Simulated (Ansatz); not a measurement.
# UB3LYP/STO-3G run of BNH2Cl (SMILES N[B]Cl)

What is the vertical ionisation energy of BNH2Cl at UB3LYP/STO-3G? 

The calculation is run with Ansatz 0.2.0.

76 further runs of the same task are left out: 76 set aside as unsound or not needed.

## 1. Starting point

BNH2Cl: 5 atoms, total charge 0, spin state doublet. SMILES: `N[B]Cl`. Geometry: relaxed at PBE0-D4/def2-TZVP. This is one conformer, not always the lowest.

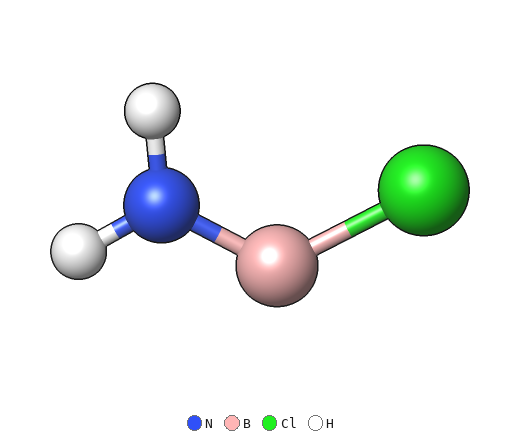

The structure, seen from a chosen angle (nitrogen blue, boron pink, chlorine green, hydrogen white).

## 2. A single-point energy at UB3LYP/STO-3G

Contents of job.yaml:

```yaml
crystal:
  periodic: [false, false, false]
  atoms:
    - symbol: N
      position_ang: [-0.334000, 0.412100, -0.256700]
    - symbol: B
      position_ang: [-0.098400, -0.544600, 0.704400]
    - symbol: Cl
      position_ang: [1.343200, -1.526200, 0.784600]
    - symbol: H
      position_ang: [-1.176700, 0.959900, -0.273100]
    - symbol: H
      position_ang: [0.315800, 0.625100, -1.000600]
basis:
  gaussian:
    orbitals: STO-3G
magnetization:
  spin_polarized: true
  initial_magnetization: 1
hamiltonian:
  xc: {name: B3LYP}
accuracy: high
```

The run is started by

```
$ ansatz run job.yaml --threads 1 --pin off --max-ram 2610MiB --events-out events.jsonl --progress --plain --runs-dir runs
```

The log of the run:

```text
Warning: RAYON_NUM_THREADS=1 ignored (pool sized by the plan → 1); use --threads N
Functional definition: B3LYP
  name "B3LYP"
  parameter a0 = 0.2
  parameter ax = 0.72
  parameter ac = 0.81
  exchange = (1 - a0 - ax)*slater_x + ax*b88_x + a0*exact_x
  correlation = (1 - ac)*vwn_rpa_c + ac*lyp_c
372 factors; integrals over basis functions are off by at most 2.5e-8 eV
mean field evaluation 1: about -14555.7451 eV, gradient 9.0e0 eV
mean field evaluation 2: about -14555.8567 eV, gradient 9.7e0 eV
mean field evaluation 4: about -14556.4159 eV, gradient 4.7e-1 eV
mean field evaluation 8: about -14556.3984 eV, gradient 7.1e-3 eV
mean field evaluation 16: about -14556.3984 eV, gradient 3.8e-7 eV
mean field -14556.39835885 eV, -534.9377730066 hartree, gradient 5.3e-8 eV, S^2 0.753327; 0 other end points of the search recorded, 0 dependent functions left out
reference -14556.39838650 eV, -534.9377740227 hartree; 16, 15 occupied and 5, 6 virtual orbitals, 372 factors
Total energy: -14556.39838650 eV, -534.9377740227 hartree
```

It took 2.1 s on 1 thread of Arm Neoverse V1, shared host; peak memory 0.13 GiB.

## 3. The singlet cation

Contents of in.yaml:

```yaml
crystal:
  periodic: [false, false, false]
  atoms:
    - {symbol: N, position_ang: [-0.334000, 0.412100, -0.256700]}
    - {symbol: B, position_ang: [-0.098400, -0.544600, 0.704400]}
    - {symbol: Cl, position_ang: [1.343200, -1.526200, 0.784600]}
    - {symbol: H, position_ang: [-1.176700, 0.959900, -0.273100]}
    - {symbol: H, position_ang: [0.315800, 0.625100, -1.000600]}
basis:
  gaussian:
    orbitals: STO-3G
hamiltonian:
  xc: {name: B3LYP}
total_charge: 1
accuracy: high
```

The run is started by

```
$ ansatz run in.yaml --threads 1 --pin off --max-ram 2610MiB --events-out events.jsonl --progress --plain --runs-dir runs
```

The log of the run:

```text
Warning: RAYON_NUM_THREADS=1 ignored (pool sized by the plan → 1); use --threads N
Functional definition: B3LYP
  name "B3LYP"
  parameter a0 = 0.2
  parameter ax = 0.72
  parameter ac = 0.81
  exchange = (1 - a0 - ax)*slater_x + ax*b88_x + a0*exact_x
  correlation = (1 - ac)*vwn_rpa_c + ac*lyp_c
371 factors; integrals over basis functions are off by at most 2.5e-8 eV
mean field evaluation 1: about -14545.2198 eV, gradient 3.5e1 eV
mean field evaluation 2: about -14525.5253 eV, gradient 8.7e1 eV
mean field evaluation 4: about -14549.6377 eV, gradient 3.3e0 eV
mean field evaluation 8: about -14549.6449 eV, gradient 3.9e-2 eV
mean field evaluation 16: about -14549.6449 eV, gradient 1.2e-7 eV
mean field -14549.64485901 eV, -534.6895864650 hartree, gradient 6.1e-9 eV, S^2 0.000000; 0 other end points of the search recorded, 0 dependent functions left out
reference -14549.64488618 eV, -534.6895874634 hartree; 15, 15 occupied and 6, 6 virtual orbitals, 371 factors
Total energy: -14549.64488618 eV, -534.6895874634 hartree
```

It took 1.2 s on 1 thread of Arm Neoverse V1, shared host; peak memory 0.095 GiB.

## 4. What came out

Level: UB3LYP/STO-3G.

| quantity | value |
| --- | --- |
| doublet BNH2Cl: total energy | -534.93777 Eh |
| doublet BNH2Cl: ⟨S²⟩ | 0.753 |
| singlet cation: total energy | -534.68959 Eh |
| vertical ionisation energy (to the singlet cation) | 6.754 eV |

**Reading.** Removing an electron at fixed nuclei costs 6.75 eV (156 kcal/mol). Only the singlet of the ionised species was computed; a triplet could lie lower. In a minimal basis such a difference can be off by several eV, whatever the method.
